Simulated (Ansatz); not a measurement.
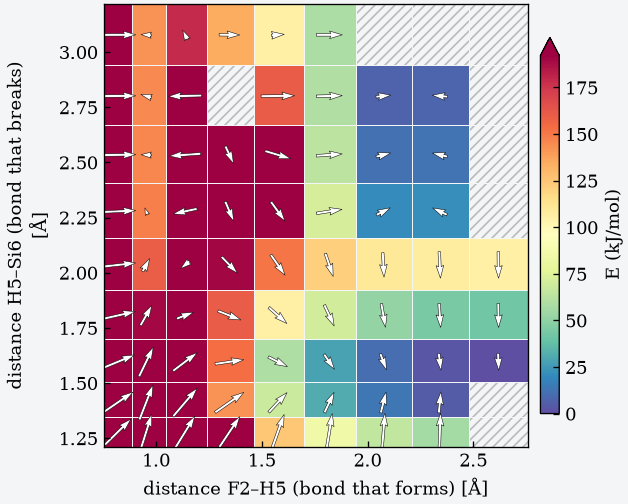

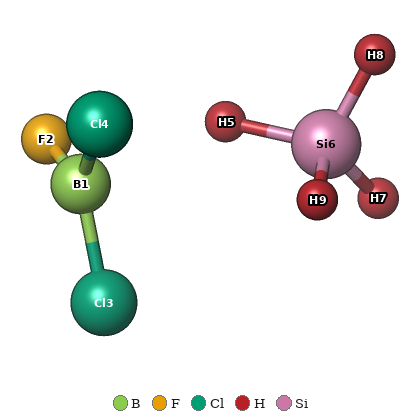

Energy landscape of the reacting system BCl2FH4Si (fragments BCl₂F + H₄Si where the first distance is long, BCl₂H₃Si + FH where the second is long). 
- First axis: distance F2–H5 (bond that forms). Second axis: distance H5–Si6 (bond that breaks).
- Relaxed at each point: all other coordinates.
- The scan uses a 9 × 9 grid. At 9 points there is no value.
- Points are written as (first, second).
- Energies: kJ/mol, counted from the lowest grid point.
- Energies and slopes of some neighbouring points disagree (a jump in structure or state, or too coarse a mesh). The reference is spin-restricted, so regions where a bond is pulled apart into radicals lie too high.
- Computed with RKS PBE-D4/def2-SVP (Ansatz).

In the figure: one coloured cell a grid point, arrows along the force (downhill), their lengths compressed, one colour for all values above the top of the scale, hatched blanks where no value was computed. The second picture is the structure at the lowest point.

> Describe this landscape.

The lowest grid point is at (2.619 Å, 1.596 Å). It lies in a valley that leaves the map towards separated partners. The highest grid point, (0.819 Å, 1.278 Å), lies 591 kJ/mol above the lowest.

Grid values (kJ/mol):

| second ↓, first → | 0.819 | 0.953 | 1.137 | 1.347 | 1.576 | 1.819 | 2.075 | 2.342 | 2.619 |
| --- | --- | --- | --- | --- | --- | --- | --- | --- | --- |
| 3.078 | 193 | 142 | 179 | 135 | 106 | 58 | – | – | – |
| 2.801 | 195 | 145 | 209 | – | 160 | 59 | 7 | 8 | – |
| 2.534 | 197 | 146 | 202 | 239 | 240 | 63 | 11 | 13 | – |
| 2.278 | 204 | 148 | 217 | 232 | 203 | 72 | 21 | 21 | – |
| 2.035 | 221 | 159 | 205 | 190 | 151 | 122 | 110 | 108 | 106 |
| 1.806 | 260 | 189 | 205 | 160 | 106 | 70 | 52 | 44 | 42 |
| 1.596 | 332 | 250 | 233 | 153 | 59 | 28 | 11 | 3 | 0 |
| 1.412 | 450 | 355 | 305 | 142 | 68 | 31 | 14 | 5 | – |
| 1.278 | 591 | 485 | 412 | 211 | 125 | 84 | 65 | 56 | – |

Each point was launched as `ansatz run input.yaml --threads 1 --pin off --max-ram 2560MiB --backend cpu --events-out ev --progress --plain --runs-dir out`. Time for the 72 points that were run: 39 min on 1 thread of Arm Neoverse V2, on a shared host.
